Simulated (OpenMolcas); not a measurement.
## Run report: Cr³⁺ complex, multiconfigurational calculation (part 2 of 2)

The same run, continued: Cr³⁺ with 6 ligands (O; octahedron, 2.106 Å), embedded in MgO by model potentials and point charges, whose field is part of the energies. Method: state-averaged CASSCF, active space 3 electrons in the shell 3d, basis ANO-RCC-VTZP on the metal and ANO-RCC-VDZP on the ligands, DKH2 scalar Hamiltonian, spin-orbit coupling by RASSI with atomic mean-field integrals (OpenMolcas).

## Log (extracts), continued
```
--- RASSI ---
SPIN-FREE ENERGIES:
  (Shifted by EMIN (a.u.) =      -1508.9889136901)

 SF State       Relative EMIN(au)   Rel lowest level(eV)    D:o, cm**(-1)

     1             0.0000000000        0.0000000000              0.0000
     2             0.0637957333        1.7359703387          14001.5450
     3             0.0637957333        1.7359703387          14001.5450
     4             0.0637957333        1.7359703387          14001.5450
    11             0.0846212015        2.3026601991          18572.2070
    12             0.0846212015        2.3026601991          18572.2070
    13             0.0890452624        2.4230450273          19543.1761
    14             0.0890452624        2.4230450273          19543.1761
    15             0.0890452624        2.4230450273          19543.1761
     5             0.1006324185        2.7383476079          22086.2629
     6             0.1006324185        2.7383476079          22086.2629
     7             0.1006324185        2.7383476079          22086.2629
    16             0.1200958710        3.2679751329          26357.9970
    17             0.1200958710        3.2679751329          26357.9970
    18             0.1200958710        3.2679751329          26357.9970
    19             0.1344575763        3.6587770416          29510.0270
    20             0.1466695760        3.9910824821          32190.2511
    21             0.1466695760        3.9910824821          32190.2511
    22             0.1466695760        3.9910824821          32190.2511
    23             0.1513317780        4.1179474625          33213.4862
    24             0.1513317780        4.1179474625          33213.4862
    25             0.1513317780        4.1179474625          33213.4862
     8             0.1602493602        4.3606072356          35170.6693
     9             0.1602493602        4.3606072356          35170.6693
    10             0.1602493602        4.3606072356          35170.6693
    26             0.1609618550        4.3799952075          35327.0438
    27             0.1609618550        4.3799952075          35327.0438
    28             0.1770660483        4.8182126311          38861.5057
    29             0.1770660483        4.8182126311          38861.5057
    30             0.1770660489        4.8182126474          38861.5058
    31             0.2075736736        5.6483674074          45557.1555
    32             0.2075736736        5.6483674074          45557.1555
    33             0.2075736736        5.6483674074          45557.1555
    34             0.2118507194        5.7647517520          46495.8585
    35             0.2118507194        5.7647517520          46495.8585
    36             0.2118507194        5.7647517520          46495.8585
    37             0.2243464534        6.1047779955          49238.3552
    38             0.2319452021        6.3115504820          50906.0877
    39             0.2319452021        6.3115504820          50906.0877
    40             0.2319452021        6.3115504820          50906.0877
Eigenvalues of complex Hamiltonian:
   -----------------------------------
  (Shifted by EMIN (a.u.) =      -1508.9889136901)

 SO State       Relative EMIN(au)   Rel lowest level(eV)    D:o, cm**(-1)

     1            -0.0000604953        0.0000000000              0.0000
     2            -0.0000604953        0.0000000000              0.0000
     3            -0.0000604953        0.0000000000              0.0000
     4            -0.0000604953        0.0000000000              0.0000
     5             0.0632733465        1.7234016295          13900.1716
     6             0.0632733465        1.7234016295          13900.1716
     7             0.0635500062        1.7309299257          13960.8914
     8             0.0635500062        1.7309299257          13960.8914
     9             0.0635500062        1.7309299255          13960.8914
    10             0.0635500062        1.7309299255          13960.8914
    11             0.0639341164        1.7413820946          14045.1938
    12             0.0639341164        1.7413820946          14045.1938
    13             0.0639341164        1.7413820948          14045.1938
    14             0.0639341164        1.7413820948          14045.1938
    15             0.0640486978        1.7445000149          14070.3415
    16             0.0640486978        1.7445000149          14070.3415
    17             0.0846395659        2.3048060792          18589.5147
    18             0.0846395659        2.3048060792          18589.5147
    19             0.0846395659        2.3048060792          18589.5147
    20             0.0846395659        2.3048060792          18589.5147
    21             0.0887442447        2.4165000797          19490.3876
    22             0.0887442447        2.4165000797          19490.3876
    23             0.0887442447        2.4165000793          19490.3876
    24             0.0887442447        2.4165000793          19490.3876
    25             0.0893012089        2.4316558463          19612.6271
    26             0.0893012089        2.4316558463          19612.6271
    27             0.1000063221        2.7229568183          21962.1279
    28             0.1000063221        2.7229568183          21962.1279
    29             0.1000965924        2.7254131974          21981.9399
    30             0.1000965924        2.7254131974          21981.9399
    31             0.1000965924        2.7254131976          21981.9399
    32             0.1000965924        2.7254131976          21981.9399
    33             0.1011095917        2.7529783136          22204.2675
    34             0.1011095917        2.7529783137          22204.2675
    35             0.1011095917        2.7529783137          22204.2675
    36             0.1011095917        2.7529783136          22204.2675
    37             0.1014922932        2.7633921519          22288.2608
    38             0.1014922932        2.7633921519          22288.2608
    39             0.1199616231        3.2659682204          26341.8102
    40             0.1199616231        3.2659682204          26341.8102
    41             0.1199616231        3.2659682201          26341.8102
Weights of the five most important spin-orbit-free states for each spin-orbit state.

 SO State  Total energy (au)           Spin-free states, spin, and weights
 -------------------------------------------------------------------------------------------------------
    1        -0.000060       1 1.5  0.9992    2 1.5  0.0003    3 1.5  0.0002    4 1.5  0.0001   18 0.5  0.0001
    2        -0.000060       1 1.5  0.9992    3 1.5  0.0002    4 1.5  0.0002    2 1.5  0.0001   16 0.5  0.0001
    3        -0.000060       1 1.5  0.9992    3 1.5  0.0002    4 1.5  0.0002    2 1.5  0.0002   16 0.5  0.0001
    4        -0.000060       1 1.5  0.9992    4 1.5  0.0003    2 1.5  0.0002    3 1.5  0.0001   16 0.5  0.0001
    5         0.063273       3 1.5  0.3332    2 1.5  0.3332    4 1.5  0.3332    6 1.5  0.0001    7 1.5  0.0001
    6         0.063273       2 1.5  0.3332    3 1.5  0.3332    4 1.5  0.3332    7 1.5  0.0001    6 1.5  0.0001
    7         0.063550       4 1.5  0.5476    3 1.5  0.2420    2 1.5  0.2077    1 1.5  0.0006   12 0.5  0.0005
    8         0.063550       4 1.5  0.5480    3 1.5  0.2377    2 1.5  0.2116    1 1.5  0.0006   12 0.5  0.0004
    9         0.063550       2 1.5  0.4572    3 1.5  0.4229    4 1.5  0.1172    1 1.5  0.0006   11 0.5  0.0005
   10         0.063550       2 1.5  0.4532    3 1.5  0.4272    4 1.5  0.1168    1 1.5  0.0006   11 0.5  0.0004
   11         0.063934       4 1.5  0.5444    3 1.5  0.2473    2 1.5  0.2028   11 0.5  0.0021   12 0.5  0.0016
   12         0.063934       4 1.5  0.5454    3 1.5  0.2377    2 1.5  0.2113   11 0.5  0.0020   12 0.5  0.0016
```

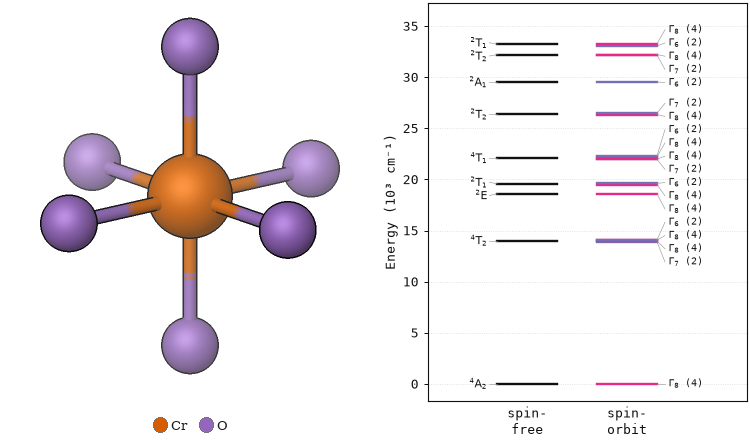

Fig. 1: Cr³⁺ (3d³) as a dopant in MgO, a cluster with its 6 nearest O²⁻ at 2.106 Å (octahedron) embedded in model potentials and point charges; the geometry was set, not optimised, and its levels. Labels give the representation in O, Td, D4 or D3 as the site allows (double group for half-integer spin) where it could be assigned and, in brackets, the degeneracy; spin-free states, where drawn, share the zero of the spin-orbit levels. The ground level is Γ₈, 4-fold degenerate, 100 % from states of spin multiplicity 4. The next level lies at 13,900 cm⁻¹ (Γ₇). The lowest spin-free state is ⁴A₂; of the same spin there follow at 14,000 cm⁻¹ (⁴T₂) and 22,100 cm⁻¹ (⁴T₁) above it. The active orbitals hold 88 to 95 % metal character (Löwdin), and the Mulliken charge of the metal is +1.54.

Outcome of the run: converged.
